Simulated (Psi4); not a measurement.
# CClF3 (SMILES FC(F)(F)Cl) at OMP2/def2-SVPD (density fitting for correlation)

What is the energy change on altering one bond length of CClF3 at OMP2/def2-SVPD (density fitting for correlation)? 

Program for the calculation: Psi4 1.11.

7 further runs of the same task are left out: 3 that didn't finish, 4 set aside as unsound or not needed.

## (1) The system as given

The species is CClF3 (5 atoms), meant as a singlet with charge 0. SMILES: `FC(F)(F)Cl`. The coordinates come from a PBE0-D4/def2-TZVP relaxation.

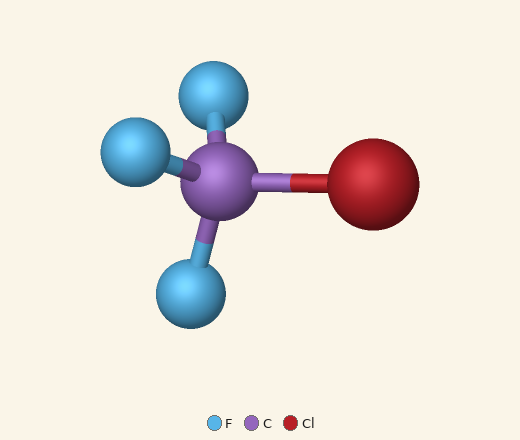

The structure, seen from a chosen angle (fluorine blue, carbon purple, chlorine red).

## (2) The energy at OMP2/def2-SVPD (density fitting for correlation)

Contents of calc.dat:

```
memory 1600 MB

molecule geom {
  0 1
  F      0.213700     0.019100     1.326100
  C     -0.002200    -0.082500     0.026100
  F     -1.249600    -0.474600    -0.167100
  F      0.811700    -0.999000    -0.468500
  Cl     0.276300     1.463300    -0.758000
  symmetry c1
}

set globals {
  puream          true
  e_convergence   1e-09
  d_convergence   1e-08
  scf_type        pk
  num_frozen_docc 9
}

energy('omp2/def2-SVPD')
print_variables()
```

Run with:

```console
$ psi4 -i calc.dat -o calc.out -n 1
```

calc.out (excerpt; [...] marks lines left out):

```text
[...]
  Running in c1 symmetry.
[...]
  Nuclear repulsion =  251.228625177234051
[...]
  Multiplicity = 1
[...]
  Nalpha       = 25
  Nbeta        = 25
[...]
    Number of basis functions: 116
[...]
   @RHF iter   1:  -795.14120561330640   -1.04232e-01   5.15932e-03 ADIIS/DIIS
[...]
   @RHF iter  11:  -795.28962032542108   -6.82121e-13   1.99105e-09 DIIS
[...]
    Orbital Energies [Eh]
    ---------------------
    Doubly Occupied:
       1A   -104.856121     2A    -26.376857     3A    -26.376846
       4A    -26.376815     5A    -11.595870     6A    -10.616757
       7A     -8.091932     8A     -8.088015     9A     -8.088015
      10A     -1.760812    11A     -1.655883    12A     -1.655862
      13A     -1.188488    14A     -0.977633    15A     -0.874486
      16A     -0.874481    17A     -0.835001    18A     -0.751198
      19A     -0.751194    20A     -0.705715    21A     -0.705706
      22A     -0.686405    23A     -0.605945    24A     -0.509784
      25A     -0.509783
[...]
  @RHF Final Energy:  -795.28962032542108
   => Energetics <=
    Nuclear Repulsion Energy =            251.2286251772340506
    One-Electron Energy =               -1602.0052806622345543
    Two-Electron Energy =                 555.4870351595793636
    Total Energy =                       -795.2896203254210832
[...]
 Multipole Moments:
 ------------------------------------------------------------------------------------
     Multipole            Electronic (a.u.)      Nuclear  (a.u.)        Total (a.u.)
 ------------------------------------------------------------------------------------
 L = 1.  Multiply by 2.5417464519 to convert [e a0] to [Debye]
 Dipole X            :         -0.1185542            0.1522480            0.0336938
 Dipole Y            :         -0.6582964            0.8448433            0.1865469
 Dipole Z            :          0.3339833           -0.4285312           -0.0945479
 Magnitude           :                                                    0.2118356
[...]
	Warning: cc_lambda option is changed to TRUE
	For this residual convergence, default PCG convergence is:     1.00e-07
[...]
	DF-MP2 Total Energy (a.u.)         :  -796.14742816443902
[...]
	DF-MP2 Total Energy (a.u.)         :  -796.16055956004095
[...]
	DF-OMP2 Total Energy (a.u.)        :  -796.16055956006358
[...]
```

Run time: 53 s. Hardware: 1 thread of Intel Xeon Platinum 8375C at 2.90GHz (Ice Lake), shared host; peak memory 0.53 GiB.

## (3) The distorted shape, same level

Contents of calc.in:

```
memory 1.6 GB

molecule mol {
  0 1
  F     -0.009092    -1.217498     1.953359
  C     -0.224992    -1.319098     0.653359
  F     -1.472392    -1.711198     0.460159
  F      0.588908    -2.235598     0.158759
  Cl     0.276300     1.463300    -0.758000
  units angstrom
  symmetry c1
  no_reorient
  no_com
}

set basis def2-SVPD
set puream true
set e_convergence 1e-09
set d_convergence 1e-08
set scf_type pk
set num_frozen_docc 9

energy("omp2")
```

Run with:

```console
$ psi4 -n 1 calc.in calc.out
```

calc.out (excerpt; [...] marks lines left out):

```text
[...]
  Running in c1 symmetry.
[...]
  Nuclear repulsion =  205.325109922870837
[...]
  Multiplicity = 1
[...]
  Nalpha       = 25
  Nbeta        = 25
[...]
    Number of basis functions: 116
[...]
   @RHF iter   1:  -794.80084210946302   -4.77148e-01   6.11969e-03 ADIIS/DIIS
[...]
   @RHF iter  13:  -795.09905591400434   -5.45697e-12   5.56534e-09 DIIS
[...]
    Orbital Energies [Eh]
    ---------------------
    Doubly Occupied:
       1A   -104.802106     2A    -26.453009     3A    -26.452998
       4A    -26.452967     5A    -11.689460     6A    -10.556474
       7A     -8.030856     8A     -8.027919     9A     -8.027919
      10A     -1.820240    11A     -1.717486    12A     -1.717464
      13A     -1.047856    14A     -1.021577    15A     -0.930828
      16A     -0.930823    17A     -0.884168    18A     -0.801570
      19A     -0.801563    20A     -0.765154    21A     -0.765144
      22A     -0.751224    23A     -0.439426    24A     -0.439426
      25A     -0.404695
[...]
  @RHF Final Energy:  -795.09905591400434
   => Energetics <=
    Nuclear Repulsion Energy =            205.3251099228708370
    One-Electron Energy =               -1509.3836271533189120
    Two-Electron Energy =                 508.9594613164438215
    Total Energy =                       -795.0990559140043388
[...]
 Multipole Moments:
 ------------------------------------------------------------------------------------
     Multipole            Electronic (a.u.)      Nuclear  (a.u.)        Total (a.u.)
 ------------------------------------------------------------------------------------
 L = 1.  Multiply by 2.5417464519 to convert [e a0] to [Debye]
 Dipole X            :          8.5969044           -8.8553247           -0.2584202
 Dipole Y            :         54.3446127          -55.7792993           -1.4346865
 Dipole Z            :        -26.0772847           26.8050980            0.7278133
 Magnitude           :                                                    1.6293614
[...]
	Warning: cc_lambda option is changed to TRUE
	For this residual convergence, default PCG convergence is:     1.00e-07
[...]
	DF-MP2 Total Energy (a.u.)         :  -796.00678251084275
[...]
	DF-MP2 Total Energy (a.u.)         :  -796.03093450327742
[...]
	DF-OMP2 Total Energy (a.u.)        :  -796.03093450330937
[...]
```

It took 56 s on 1 thread of Intel Xeon Platinum 8375C at 2.90GHz (Ice Lake), shared host; peak memory 0.53 GiB.

## (4) Summary of results

Level: OMP2/def2-SVPD (density fitting for correlation), 9 core orbitals frozen.

| quantity | value |
| --- | --- |
| first shape: total energy | -796.16056 Eh |
| first shape: HOMO energy (Hartree–Fock orbitals) | -13.87 eV |
| first shape: LUMO energy (Hartree–Fock orbitals) | 2.50 eV |
| first shape: HOMO–LUMO gap (Hartree–Fock orbitals) | 16.37 eV |
| first shape: correlation energy (9 core orbitals frozen) | -870.9 mEh |
| distorted shape: total energy | -796.03093 Eh |
| distorted shape: HOMO energy (Hartree–Fock orbitals) | -11.01 eV |
| distorted shape: LUMO energy (Hartree–Fock orbitals) | -3.50 eV |
| distorted shape: HOMO–LUMO gap (Hartree–Fock orbitals) | 7.52 eV |
| distorted shape: correlation energy (9 core orbitals frozen) | -931.9 mEh |
| energy change with the C2–Cl5 bond stretched from 1.756 to 3.160 Å | 3.527 eV |

**Reading.** One bond (distorted shape) is far stretched, which a spin-restricted single reference describes badly; perturbation theory on it can break down and give far too much correlation. With the C2–Cl5 bond stretched from 1.756 to 3.160 Å the energy rises by 3.53 eV (340 kJ/mol). The first shape isn't relaxed at this level, so the change isn't measured from a minimum. A restricted reference can't describe the breaking bond well at this length.
